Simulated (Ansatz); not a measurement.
A computed series for Cu2O: pressure series

Consider Cu$_{2}$O (space group Pn-3m, No. 224; a = 4.298 Å).

Cell and atoms are relaxed at each pressure.

Method: PBE (Ansatz, an electronic-structure program, PAW, no SOC).

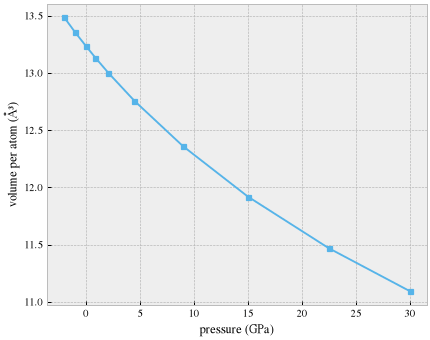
Figure. Volume per atom against pressure

```tsv
pressure (GPa)	volume per atom
-2	13.49 Å³
-1	13.36 Å³
0.9	13.13 Å³
2.1	13.00 Å³
4.5	12.76 Å³
9	12.36 Å³
15	11.92 Å³
22.5	11.47 Å³
30	11.09 Å³
```

Load acts through the strain it causes; cell and atoms are relaxed under it. Whether these cells are dynamically stable was not tested. Competing high-pressure phases were not computed. No Hubbard U is applied. All final runs are without spin polarisation.
